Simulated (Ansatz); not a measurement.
# SrWO4 (I4_1/a): spin-orbit coupling beyond the local functionals

How far does spin-orbit coupling move the gap of SrWO4 (I4_1/a)?

Program: Ansatz 0.2.0. Level of theory: density functionals with and without spin-orbit coupling, plane waves, PAW. Results are calculated unless marked as measured.

**What was measured.**

- Gap 5.08 eV: direct gap from absorption edge with Urbach fit; optical absorption; 300 K; bulk crystal (thin cleaved platelet of Czochralski crystal, 10-30 um thick) (“Optical absorption of divalent metal tungstates: Correlation between the band-gap energy and the cation ionic radius”, 2008, arxiv:0807.2115).

Most raw output is cut from this account.

## 1. Starting point

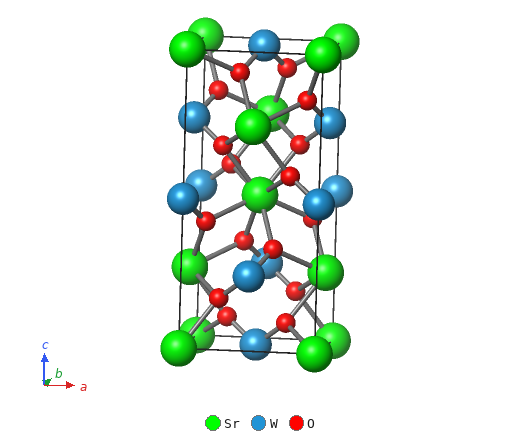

The cell as given, slightly off an axis (strontium green, tungsten blue, oxygen red). This picture shows the conventional cell, with its axes. Some periodic images of atoms are drawn too.

The cell and positions are those that the Materials Project relaxed with its own functionals (PBE, PBE+U or r2SCAN), kept fixed. Spin-orbit coupling is left out unless a step names it. The default PAW set here is soft_2. Its files were made with PBE.

## 2. HSE06, 4×4×4 mesh

This step: DFT, HSE06, plane waves, PAW.

Contents of input.yaml:

```yaml
crystal:
  lattice:
    - [-2.7201121709, 2.7201121709, 5.9699255756]
    - [2.7201121709, -2.7201121709, 5.9699255756]
    - [2.7201121709, 2.7201121709, -5.9699255756]
  atoms:
    - { symbol: Sr, position: [0.75, 0.25, 0.5] }
    - { symbol: Sr, position: [0.0, 0.0, 0.0] }
    - { symbol: W, position: [0.25, 0.75, 0.5] }
    - { symbol: W, position: [0.5, 0.5, 0.0] }
    - { symbol: O, position: [0.44084291, 0.81857378, 0.09339807] }
    - { symbol: O, position: [0.56857378, 0.97517571, 0.87773087] }
    - { symbol: O, position: [0.09744484, 0.69084291, 0.12226913] }
    - { symbol: O, position: [0.72517571, 0.34744484, 0.90660193] }
    - { symbol: O, position: [0.02482429, 0.90255516, 0.59339807] }
    - { symbol: O, position: [0.65255516, 0.55915709, 0.37773087] }
    - { symbol: O, position: [0.18142622, 0.27482429, 0.62226913] }
    - { symbol: O, position: [0.30915709, 0.43142622, 0.40660193] }
kpoints:
  mp_grid: { grid: [4, 4, 4] }
  band_path:
    path:
      - [0.0, 0.0, 0.0]
      - [0.0, 0.0, 0.5]
      - [0.25, 0.25, 0.25]
      - [0.0, 0.5, 0.0]
      - [0.5, 0.5, -0.5]
      - [0.30190101, 0.69809899, -0.30190101]
      - [-0.30190101, 0.30190101, 0.30190101]
      - [-0.10380202, 0.10380202, 0.5]
    npoints: 1
hamiltonian:
  xc: hse06
scf:
  occupations: { method: fixed }
  n_extra_bands: 8
output:
  eigenvalues: true
```

On the command line:

```sh
$ ansatz run input.yaml --threads 3 --pin off --max-ram 92160MiB --backend cuda --events-out ev --progress --plain --runs-dir out --devices 1 --max-vram 13GiB
```

Run time: 59 s. Hardware: 1 × NVIDIA H100 80GB HBM3 (shared by 6 runs) with 3 threads of AMD EPYC 7R13 (Zen 3), shared host; peak memory 1.9 GiB; 94 s of CPU time.

This step gave:

| Property | Result |
| --- | --- |
| gap | 5.964 eV |
| valence top at | Γ |
| conduction bottom at | Γ |
| least direct gap | 5.964 eV |
| exact-exchange fraction | 0.25 |

The gap is direct, at Γ.

## 3. HSE06+SOC, 4×4×4 mesh

The many-body steps leave out spin-orbit coupling, so its effect is taken from a two-component run, with twice the bands.

This step: DFT, HSE06 with spin-orbit coupling, plane waves, PAW.

Edit input.yaml of step 2 so:

```diff
@@ -35,3 +35,6 @@
   occupations: { method: fixed }
-  n_extra_bands: 8
+  n_extra_bands: 16
+magnetization:
+  noncollinear: true
+  spin_orbit: true
 output:
```

Run time: 2.8 min. Hardware: 1 × NVIDIA H100 80GB HBM3 (shared by 6 runs) with 3 threads; peak memory 3.6 GiB; 4.7 min of CPU time.

This step gave:

| Item | Value |
| --- | --- |
| gap | 5.923 eV |
| valence top at | Γ |
| conduction bottom at | Γ |
| least direct gap | 5.923 eV |
| exact-exchange fraction | 0.25 |

The gap stands −0.04 eV against HSE06.

## 4. Together

Times are wall times on 1 × NVIDIA H100 80GB HBM3 (shared by 6 runs) with 3 threads of AMD EPYC 7R13 (Zen 3), shared host, good to a factor of about two.

| level | gap (eV) | with coupling (eV) | change (eV) | time | with coupling |
| --- | --- | --- | --- | --- | --- |
| HSE06 | 5.96 | 5.92 | −0.04 | 59 s | 2.8 min |

## 5. Results

```json
{
  "HSE06": "5.96 eV",
  "HSE06+SOC": "5.92 eV"
}
```

**Reading.** Spin-orbit coupling changes the gap by −0.04 eV and the least direct gap by −0.04 eV. Against experiment, by HSE06+SOC: the direct gap of 5.92 eV lies +0.84 eV from the measured 5.08 eV (direct, 300 K, 2008). An exciton line or allowed optical edge lies below the quasiparticle gap by the binding energy; a forbidden edge can push the onset above it. The lattice is static and excitons are left out.

[Paths, hosts, dates, memory and timing lines, banners, echoed tables and standing remarks are left out of the program output.]

[Logs are printed without paths, hosts, clocks, repeated set-up lines and the standing remarks that a program may print on its own settings, such as how far it seeks lower states.]

[Runs of the session that timed out or met a known fault of the program may be left out.]

[Cells called generated may have been cut or substituted from an entry of the Crystallography Open Database or the Materials Project.]

[Hosts, paths, dates, database ids (printed as entryN), source tags and the programs' standing remarks are cut or masked in the printed files.]
